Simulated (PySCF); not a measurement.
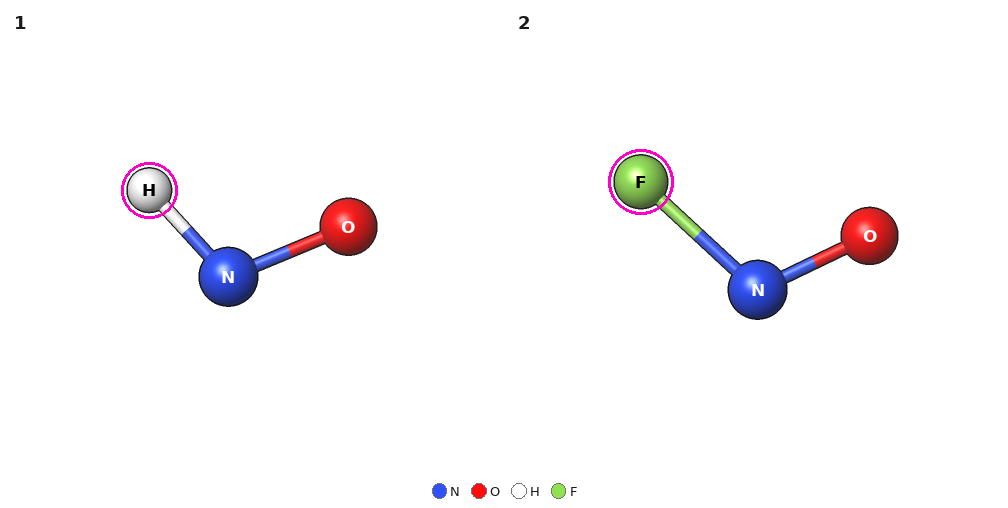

2 molecules with one skeleton, seen from the same side and at one scale; the atom that differs is circled. Charge 0, singlet. Computed geometries: PBE0-D3(BJ)/def2-SVP optimisations, one conformation each. Properties computed with PySCF 2.14.0.

One atom differs, called X below: H in panel 1, F in panel 2. Their formulas are HNO (`N=O`), NOF (`O=NF`).

Question: In which is the HOMO–LUMO gap larger (ωB97X-D/def2-SVPD)?

Answer: In panel 2 (X = F).

Question: In which is the length of X–N larger (PBE0-D3(BJ)/def2-SVP)?

Answer: In panel 2 (X = F).

Give the values. With PBE0-D3(BJ)/def2-SVP: length of X–N (Å), angle O–N–X (°). With ωB97X-D/def2-SVPD: dipole moment (D), HOMO energy (Kohn–Sham orbital) (eV), HOMO–LUMO gap (eV), mean static polarisability (bohr³), lowest vertical singlet excitation (eV).

```json
{"quantity": "length of X–N (Å)", "1 (H)": "1.071", "2 (F)": "1.450", "2 − 1": "+0.379"}
{"quantity": "angle O–N–X (°)", "1 (H)": "109.0", "2 (F)": "110.7", "2 − 1": "+1.7"}
{"quantity": "dipole moment (D)", "1 (H)": "1.73", "2 (F)": "1.15", "2 − 1": "−0.58"}
{"quantity": "HOMO energy (Kohn–Sham orbital) (eV)", "1 (H)": "−9.14", "2 (F)": "−11.89", "2 − 1": "−2.75"}
{"quantity": "HOMO–LUMO gap (eV)", "1 (H)": "8.22", "2 (F)": "10.38", "2 − 1": "+2.16"}
{"quantity": "mean static polarisability (bohr³)", "1 (H)": "14.2", "2 (F)": "16.1", "2 − 1": "+1.9"}
{"quantity": "lowest vertical singlet excitation (eV)", "1 (H)": "1.53", "2 (F)": "4.02", "2 − 1": "+2.49"}
```
